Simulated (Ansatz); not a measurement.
AlH4F: geometry relaxation

The run: geometry relaxation of AlH4F. Method and program: RKS B3LYP-D4/def2-SVP (Ansatz 0.2.0).

The input holds or restrains some coordinates. Forces given for the steps count only the free coordinates. It belongs to a series of runs on one base structure; here: pulled along the bonds that form and break, towards end B.

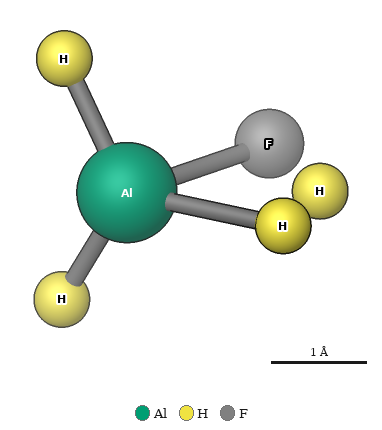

*The starting structure (ball-and-stick view, seen at a tilt). Sticks mark near contacts.*

Bond lengths as drawn: Al–F 1.99 Å and Al–H 1.56 to 1.91 Å.

Input file
```yaml
crystal:
  periodic: [false, false, false]
  atoms:
    - { symbol: Al, position_ang: [0.0, 0.0, 0.0] }
    - { symbol: H, position_ang: [0.0, 0.0, 1.91] }
    - { symbol: H, position_ang: [1.351, 0.0, -0.78] }
    - { symbol: H, position_ang: [-1.351, 0.0, -0.78] }
    - { symbol: F, position_ang: [0.0832, -1.8866, 0.6275] }
    - { symbol: H, position_ang: [0.0446, -1.0119, 1.7645] }
basis:
  gaussian: { orbitals: def2-SVP }
hamiltonian:
  xc: b3lyp
  dispersion: d4
relax:
  f_tol: 0.15
  max_steps: 25
  restrain:
    - { distance: [0, 4], at: 1.69, k: 30.0 }
    - { distance: [5, 1], at: 0.66, k: 30.0 }
    - { distance: [0, 1], at: 2.76, k: 30.0 }
    - { distance: [5, 4], at: 2.12, k: 30.0 }
output:
  orbitals: {}
```

Command:
```bash
ansatz run input.yaml --threads 1 --pin off --max-ram 2048MiB --backend cpu --events-out ev --progress --plain --runs-dir out
```

Log
```
The last accepted step is kept in [file] (removed where the run ends without a failure and the disk answers)
Engine: ansatz 0.2.0, x86_64-unknown-linux-gnu
Functional definition: B3LYP
  parameter a0 = 0.2
  parameter ax = 0.72
  parameter ac = 0.81
  exchange = (1 - a0 - ax)*slater_x + ax*b88_x + a0*exact_x
  correlation = (1 - ac)*vwn_rpa_c + ac*lyp_c
533 factors; integrals over basis functions are off by at most 3.9e-4 eV
mean field evaluation 1: about -9371.9418 eV, gradient 3.5e1 eV
mean field evaluation 2: about -9362.6206 eV, gradient 8.3e1 eV
mean field evaluation 4: about -9374.3049 eV, gradient 1.0e0 eV
mean field evaluation 8: about -9374.3087 eV, gradient 4.1e-3 eV
mean field -9374.30871142 eV, -344.4994910099 hartree, gradient 1.3e-5 eV, S^2 0.000000; 0 other end points of the search recorded, 0 dependent functions left out
the calculation of the forces begins
reference -9374.30893554 eV, -344.4994992463 hartree; 13, 13 occupied and 39, 39 virtual orbitals, 533 factors
relax step   1: F+E_penalty+E_count = -9374.41503299 eV  Δ(F+E_penalty+E_count) = +0.000e0 eV  max|allowed force component| = 3.686e0 eV/Å  E_restraint = 21.20412939 eV  max|allowed force component, restraints' pulls added| = 2.459e1 eV/Å  Δτ_max = 0.0000 Å  (21 SCF iters, accepted)
  distance Al 0 - F 4 = 1.9900 Å
  distance H 5 - H 1 = 1.0233 Å
  distance Al 0 - H 1 = 1.9100 Å
  distance H 5 - F 4 = 1.4350 Å
these checks for a lower state are left out or cut short: starts, cluster_reference, orbital_swaps, neighbouring_geometries, increment
533 factors; integrals over basis functions are off by at most 3.1e-4 eV
mean field evaluation 16: about -9374.9540 eV, gradient 1.6e-2 eV
mean field -9374.95852343 eV, -344.5233711609 hartree, gradient 2.9e-5 eV, S^2 0.000000; 0 other end points of the search recorded, 0 dependent functions left out
the calculation of the forces begins
reference -9374.95874993 eV, -344.5233794848 hartree; 13, 13 occupied and 39, 39 virtual orbitals, 533 factors
relax step   2: F+E_penalty+E_count = -9375.05306840 eV  Δ(F+E_penalty+E_count) = -6.380e-1 eV  max|allowed force component| = 4.652e0 eV/Å  E_restraint = 7.74221015 eV  max|allowed force component, restraints' pulls added| = 1.389e1 eV/Å  Δτ_max = 0.1997 Å  (25 SCF iters, accepted)
  distance Al 0 - F 4 = 1.9001 Å
  distance H 5 - H 1 = 0.8334 Å
  distance Al 0 - H 1 = 2.2520 Å
  distance H 5 - F 4 = 1.6912 Å
these checks for a lower state are left out or cut short: starts, cluster_reference, orbital_swaps, neighbouring_geometries, increment
533 factors; integrals over basis functions are off by at most 3.8e-4 eV
mean field -9375.65633958 eV, -344.5490154315 hartree, gradient 3.7e-5 eV, S^2 0.000000; 0 other end points of the search recorded, 0 dependent functions left out
the calculation of the forces begins
reference -9375.65656373 eV, -344.5490236688 hartree; 13, 13 occupied and 39, 39 virtual orbitals, 533 factors
relax step   3: F+E_penalty+E_count = -9375.74799029 eV  Δ(F+E_penalty+E_count) = -6.949e-1 eV  max|allowed force component| = 3.355e0 eV/Å  E_restraint = 1.18337983 eV  max|allowed force component, restraints' pulls added| = 7.179e0 eV/Å  Δτ_max = 0.1948 Å  (25 SCF iters, accepted)
  distance Al 0 - F 4 = 1.7612 Å
  distance H 5 - H 1 = 0.7139 Å
  distance Al 0 - H 1 = 2.5298 Å
  distance H 5 - F 4 = 1.9861 Å
these checks for a lower state are left out or cut short: starts, cluster_reference, orbital_swaps, neighbouring_geometries, increment
533 factors; integrals over basis functions are off by at most 6.2e-4 eV
mean field evaluation 32: about -9376.0187 eV, gradient 3.5e-6 eV
mean field -9376.01872227 eV, -344.5623327498 hartree, gradient 3.5e-6 eV, S^2 0.000000; 0 other end points of the search recorded, 0 dependent functions left out
the calculation of the forces begins
reference -9376.01895035 eV, -344.5623411313 hartree; 13, 13 occupied and 39, 39 virtual orbitals, 533 factors
relax step   4: F+E_penalty+E_count = -9376.10906600 eV  Δ(F+E_penalty+E_count) = -3.611e-1 eV  max|allowed force component| = 2.352e0 eV/Å  E_restraint = 0.04177853 eV  max|allowed force component, restraints' pulls added| = 1.335e0 eV/Å  Δτ_max = 0.1942 Å  (24 SCF iters, accepted)
  distance Al 0 - F 4 = 1.6717 Å
  distance H 5 - H 1 = 0.7049 Å
  distance Al 0 - H 1 = 2.7394 Å
  distance H 5 - F 4 = 2.1167 Å
these checks for a lower state are left out or cut short: starts, cluster_reference, orbital_swaps, neighbouring_geometries, increment
533 factors; integrals over basis functions are off by at most 5.3e-4 eV
mean field -9376.09037449 eV, -344.5649659203 hartree, gradient 2.6e-5 eV, S^2 0.000000; 0 other end points of the search recorded, 0 dependent functions left out
the calculation of the forces begins
reference -9376.09059994 eV, -344.5649742054 hartree; 13, 13 occupied and 39, 39 virtual orbitals, 533 factors
relax step   5: F+E_penalty+E_count = -9376.18092306 eV  Δ(F+E_penalty+E_count) = -7.186e-2 eV  max|allowed force component| = 2.011e0 eV/Å  E_restraint = 0.04144039 eV  max|allowed force component, restraints' pulls added| = 7.546e-1 eV/Å  Δτ_max = 0.1197 Å  (20 SCF iters, accepted)
  distance Al 0 - F 4 = 1.6791 Å
  distance H 5 - H 1 = 0.7099 Å
  distance Al 0 - H 1 = 2.7474 Å
  distance H 5 - F 4 = 2.1191 Å
these checks for a lower state are left out or cut short: starts, cluster_reference, orbital_swaps, neighbouring_geometries, increment
533 factors; integrals over basis functions are off by at most 5.3e-4 eV
mean field -9376.14891715 eV, -344.5671173232 hartree, gradient 2.2e-5 eV, S^2 0.000000; 0 other end points of the search recorded, 0 dependent functions left out
the calculation of the forces begins
reference -9376.14914454 eV, -344.5671256798 hartree; 13, 13 occupied and 39, 39 virtual orbitals, 533 factors
relax step   6: F+E_penalty+E_count = -9376.23918060 eV  Δ(F+E_penalty+E_count) = -5.826e-2 eV  max|allowed force component| = 5.031e-1 eV/Å  E_restraint = 0.12485865 eV  max|allowed force component, restraints' pulls added| = 2.114e0 eV/Å  Δτ_max = 0.1531 Å  (21 SCF iters, rejected (line search))
  distance Al 0 - F 4 = 1.6863 Å
  distance H 5 - H 1 = 0.7505 Å
  distance Al 0 - H 1 = 2.7516 Å
  distance H 5 - F 4 = 2.1268 Å
these checks for a lower state are left out or cut short: starts, cluster_reference, orbital_swaps, neighbouring_geometries, increment
533 factors; integrals over basis functions are off by at most 5.3e-4 eV
mean field -9376.12767025 eV, -344.5663365142 hartree, gradient 1.7e-5 eV, S^2 0.000000; 0 other end points of the search recorded, 0 dependent functions left out
the calculation of the forces begins
reference -9376.12789593 eV, -344.5663448078 hartree; 13, 13 occupied and 39, 39 virtual orbitals, 533 factors
relax step   7: F+E_penalty+E_count = -9376.21827806 eV  Δ(F+E_penalty+E_count) = -3.735e-2 eV  max|allowed force component| = 1.641e0 eV/Å  E_restraint = 0.05491863 eV  max|allowed force component, restraints' pulls added| = 6.957e-2 eV/Å  Δτ_max = 0.0415 Å  (21 SCF iters, accepted)
```

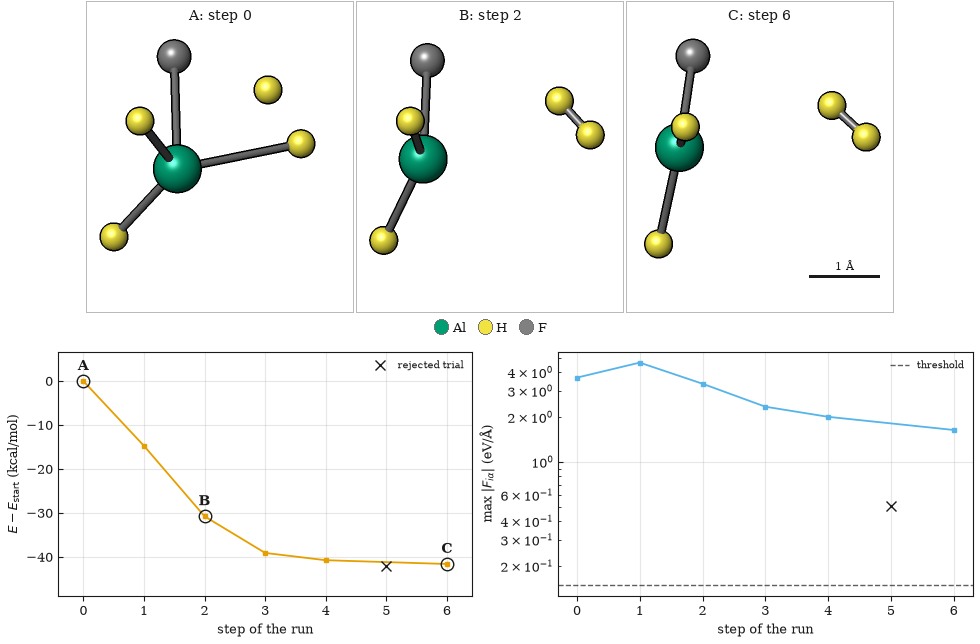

*Frames of the restrained relaxation (ball-and-stick view, seen at a tilt) above the curves, on which the letters mark them (the first geometry is step 0 here and step 1 in the log).*

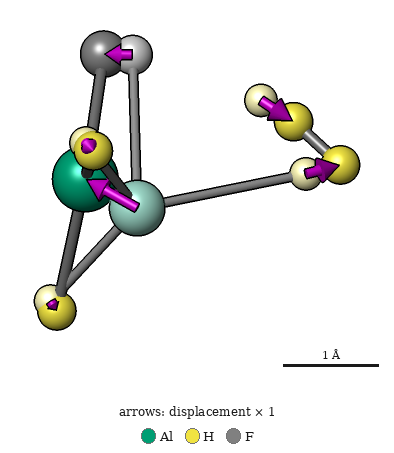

*Start (faint) and end (solid) with the displacements as pink arrows, at true length (ball-and-stick view, seen at a tilt). The two geometries are laid on each other by the best rigid fit.*

Al1 moves most after the best rigid fit: 0.64 Å. Largest moves by element: Al 0.64 Å, H 0.42 Å, F 0.31 Å. Distances before and after: Al1–H2 1.910 → 2.758 Å, Al1–F5 1.990 → 1.685 Å, H2–H6 1.023 → 0.720 Å, Al1–H3 1.560 → 1.571 Å. New bonds form: H2–H6 (1.02 → 0.72 Å). Among the angles that change: H3–Al1–F5 97.0° → 116.8°, H4–Al1–F5 101.2° → 116.7°, H3–Al1–H4 120.0° → 126.5°. Over 6 geometry steps the energy falls by 41.6 kcal/mol. Largest force component: 3.7 eV/Å at the start, 1.6 eV/Å at the end. The line search rejected the trial step at point 5 (counted from 0) and went back. (Atoms are counted from 1 in the order of the input.)

```
  distance Al 0 - F 4 = 1.6848 Å
  distance H 5 - H 1 = 0.7196 Å
  distance Al 0 - H 1 = 2.7576 Å
  distance H 5 - F 4 = 2.1286 Å
533 factors; integrals over basis functions are off by at most 5.3e-4 eV
mean field -9376.12767025 eV, -344.5663365142 hartree, gradient 1.7e-5 eV, S^2 0.000000; 1 other end points of the search recorded, 0 dependent functions left out
the calculation of the forces begins
reference -9376.12789593 eV, -344.5663448078 hartree; 13, 13 occupied and 39, 39 virtual orbitals, 533 factors
Total energy: -9376.21850374 eV, -344.5696745834 hartree
Atom 0 at     0.021697    -0.479083    -0.412317 Å, force     0.006901    -0.197223     0.190932 eV/Å
Atom 1 at     0.012776    -0.030099     2.308471 Å, force    -0.027816     1.640625     0.678270 eV/Å
Atom 2 at     1.411701     0.167024    -0.758663 Å, force     0.041595     0.016349    -0.016582 eV/Å
Atom 3 at    -1.393546     0.120181    -0.737423 Å, force    -0.048291     0.019135    -0.021051 eV/Å
Atom 4 at     0.051393    -1.991048     0.330455 Å, force     0.000676     0.033933    -0.273844 eV/Å
Atom 5 at     0.023779    -0.685476     2.011476 Å, force     0.026936    -1.512819    -0.557725 eV/Å
Dipole moment:    -0.004445     0.251491    -0.075114 e Å
```

Trajectory as extended XYZ (Å, eV, eV/Å), 7 frames, from step=1 to step=7
```
6
Properties=species:S:1:pos:R:3:forces:R:3 step=1 energy=-9374.41503
Al    0.0000    0.0000    0.0000    0.1905  -3.6865   0.2296
H     0.0000    0.0000    1.9100    0.0483  -1.0582  -0.0911
H     1.3510    0.0000   -0.7800    0.4370   0.8490   0.2244
H    -1.3510    0.0000   -0.7800   -0.4558   0.7345   0.2864
F     0.0832   -1.8866    0.6275   -0.1661   1.8699   0.5278
H     0.0446   -1.0119    1.7645   -0.0538   1.2912  -1.1772
6
Properties=species:S:1:pos:R:3:forces:R:3 step=2 energy=-9375.05307
Al    0.0040   -0.1047   -0.1530    0.1520  -4.6520   1.0190
H     0.0029   -0.0656    2.0986    0.0235  -0.5302  -0.1056
H     1.3688    0.0098   -0.7870    1.0365   1.0048  -0.1351
H    -1.3678    0.0082   -0.7855   -0.9711   0.8683  -0.0208
F     0.0819   -1.8834    0.5105   -0.1918   2.1629  -0.7920
H     0.0381   -0.8629    1.8584   -0.0492   1.1462   0.0346
6
Properties=species:S:1:pos:R:3:forces:R:3 step=3 energy=-9375.74799
Al    0.0079   -0.2467   -0.2862    0.0644  -3.3550   0.6274
H     0.0037   -0.0809    2.2381   -0.0964   2.1637   0.8197
H     1.3969    0.0344   -0.7926    0.9886   0.9435  -0.1913
H    -1.3934    0.0294   -0.7879   -0.8723   0.7815  -0.0693
F     0.0792   -1.8805    0.3677   -0.1669   1.2966  -0.5193
H     0.0335   -0.7543    2.0030    0.0826  -1.8302  -0.6672
6
Properties=species:S:1:pos:R:3:forces:R:3 step=4 energy=-9376.10907
Al    0.0072   -0.4087   -0.3935    0.2264   0.0240  -0.4831
H     0.0033   -0.0601    2.3236   -0.1040   2.3521   0.8963
H     1.4939    0.1133   -0.8056   -0.7095   0.0683   0.1838
H    -1.4778    0.0911   -0.7899    0.5623   0.0429   0.1848
F     0.0684   -1.9144    0.3302   -0.0725  -0.3228  -0.0170
H     0.0329   -0.7198    2.0772    0.0972  -2.1645  -0.7648
6
Properties=species:S:1:pos:R:3:forces:R:3 step=5 energy=-9376.18092
Al    0.0185   -0.4975   -0.3849   -0.0153   0.3200  -0.2173
H     0.0462   -0.0481    2.3254    0.1297   2.0111   0.9473
H     1.4068    0.1879   -0.7713   -0.1926  -0.1742   0.1288
H    -1.3984    0.1403   -0.7701    0.2455  -0.2163   0.1548
F     0.0602   -2.0073    0.3486   -0.0383  -0.0507  -0.2072
H    -0.0054   -0.6738    1.9942   -0.1290  -1.8900  -0.8064
6
Properties=species:S:1:pos:R:3:forces:R:3 step=6 energy=-9376.23918 accepted=F
Al    0.0133   -0.4599   -0.4189    0.0556  -0.2031   0.1048
H    -0.0461   -0.0303    2.2983   -0.0419   0.5031   0.1887
H     1.4267    0.1570   -0.7893   -0.1513  -0.0188   0.0464
H    -1.4098    0.1304   -0.7818    0.1084  -0.0168   0.0477
F     0.0420   -1.9611    0.3486    0.0029   0.0513  -0.3134
H     0.1018   -0.7346    2.0851    0.0263  -0.3158  -0.0741
6
Properties=species:S:1:pos:R:3:forces:R:3 step=7 energy=-9376.21828
Al    0.0217   -0.4791   -0.4123    0.0069  -0.1972   0.1909
H     0.0128   -0.0301    2.3085   -0.0278   1.6406   0.6783
H     1.4117    0.1670   -0.7587    0.0416   0.0163  -0.0166
H    -1.3935    0.1202   -0.7374   -0.0483   0.0191  -0.0211
F     0.0514   -1.9910    0.3305    0.0007   0.0339  -0.2738
H     0.0238   -0.6855    2.0115    0.0269  -1.5128  -0.5577
```

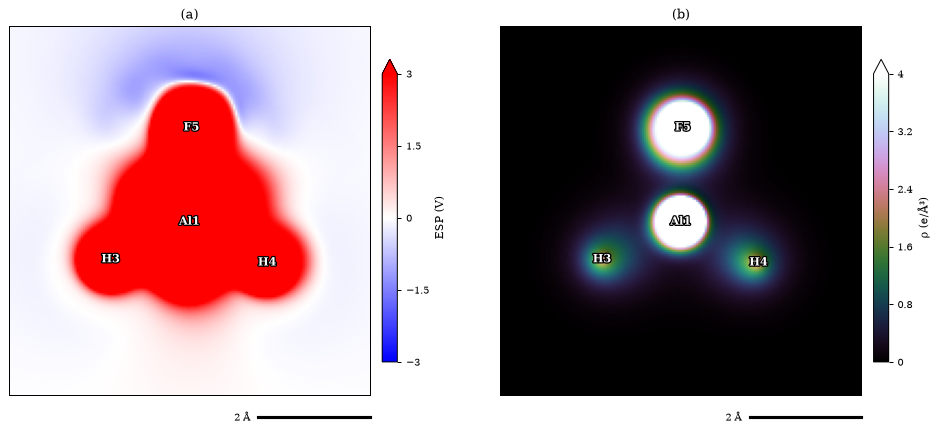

*(a) molecular electrostatic potential; (b) electron density on the plane of atoms H4, Al1 and F5.*

The section cuts through Al, H and F sites. Al–F (1.68 Å): ρ is about 0.75 e/Å³ halfway. Al–H (1.57 Å): ρ at the midpoint is about 0.56 e/Å³.

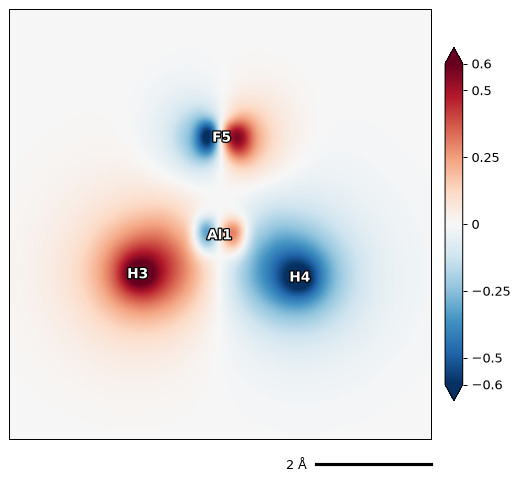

*The HOMO on the plane of atoms H4, Al1 and F5 (values in Å⁻³ᐟ²; the overall sign is arbitrary).*

Its weight (Hirshfeld) is mainly on Al1 (30 %), H3 (30 %) and H4 (30 %). Its energy is −8.52 eV.

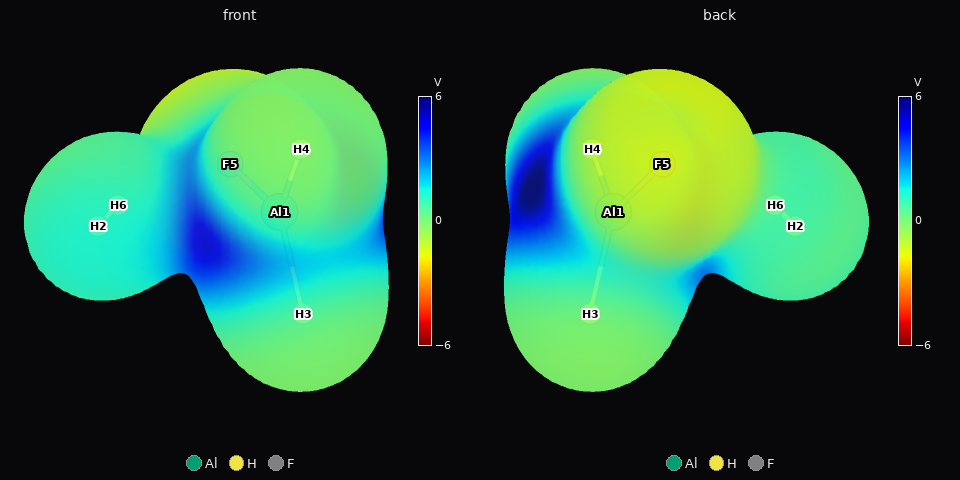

*The molecular electrostatic potential painted on the density surface at 0.004 e/bohr³, seen at a tilt and from behind; red is negative and blue positive.*

Key numbers

| quantity | value |
| --- | --- |
| outcome | converged under the restraints of the input |
| total energy | −9376.2185 eV |
| mean-field energy | −9376.1279 eV |
| largest force (length of the vector) at the end, held atoms and coordinates included | 1.776 eV/Å |
| hardware | 1 thread of Intel Xeon @ 2.50GHz (Skylake/Cascade Lake), 32 GiB of memory available, shared host |
| wall time | 9.8 s |
| peak memory | 0.12 GiB |
